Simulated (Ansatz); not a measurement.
# CrGe3: one candidate of a structure search

The task: take a trial cell of CrGe3 to zero force and stress.

Method: DFT PBE, scalar-relativistic, plane waves, PAW, in Ansatz 0.2.0.

## 1. The system as given

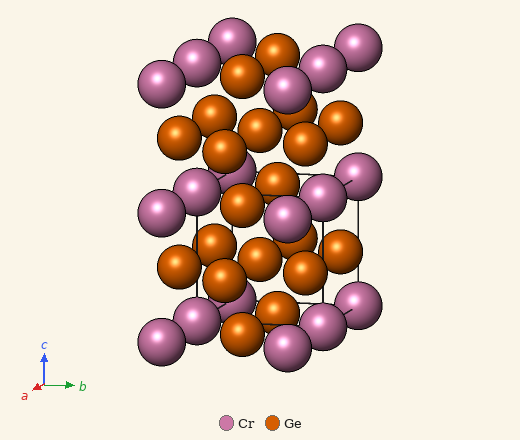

Start, viewed slightly off an axis; chromium pink, germanium orange. 2×1×2 cells are drawn. Atoms on the faces are drawn again on the opposite ones.

Structure file:

```
CELL_PARAMETERS angstrom
4.12581 0.00000 0.00000
0.00000 4.12581 0.00000
0.00000 0.00000 4.12581
ATOMIC_POSITIONS crystal
Cr 0.00000 0.00000 0.00000
Ge 0.50000 0.50000 0.00000
Ge 0.50000 0.00000 0.50000
Ge 0.00000 0.50000 0.50000
```

Recipe of the guess: species swapped into a database cell of EuBi3 (Pm-3m, No. 221), with Cr on the Eu sites and Ge on the Bi sites. Lengths come from tabulated atomic sizes and are only a guess.

## 2. The guess as it stands, on a coarse mesh

The input, input.yaml:

```yaml
crystal:
  lattice:
    - [4.12580802, 0.0, 0.0]
    - [0.0, 4.12580802, 0.0]
    - [0.0, 0.0, 4.12580802]
  atoms:
    - { symbol: Cr, position: [0.0, 0.0, 0.0], spin: 3.0 }
    - { symbol: Ge, position: [0.5, 0.5, 0.0] }
    - { symbol: Ge, position: [0.5, 0.0, 0.5] }
    - { symbol: Ge, position: [0.0, 0.5, 0.5] }
basis:
  ecutwfc: 420
kpoints:
  mp_grid: { grid: [4, 4, 4] }
hamiltonian:
  xc: pbe
scf:
  occupations: { method: gaussian, width: 0.1 }
  lower_state_search: "off"
output:
  forces: true
  stress: true
  eigenvalues: true
  populations: true
magnetization:
  spin_polarized: true
```

Command:

```sh
$ ansatz run input.yaml --threads 1 --pin off --max-ram 2560MiB --backend cpu --events-out ev --progress --plain --runs-dir out
```

The session goes on with these runs: full relaxation.

**Question.** What will these runs give? Wanted: conventional cell; volume; energy over the elements; gap on the mesh; total moment.

**Answer**, as computed:

```
                              quantity                                                                      value
symmetry at the end (tolerance 0.05 Å)                                                space group Pm-3m (No. 221)
                     conventional cell  a = 4.121 Å, b = 4.121 Å, c = 4.121 Å, α = 90.00°, β = 90.00°, γ = 90.00°
                                volume                                                              17.50 Å³/atom
              energy over the elements                                                              +0.33 eV/atom
                       gap on the mesh                                                               none (metal)
                          total moment                                                               3.65 μB/cell
```

The space group Pm-3m (No. 221) is kept, at nearly the size of the first guess. The formation energy is positive, so the separate elements lie lower. No finished test with a distortion of lower symmetry is shown, so the end may be a saddle point. Other magnetic orders were not searched.
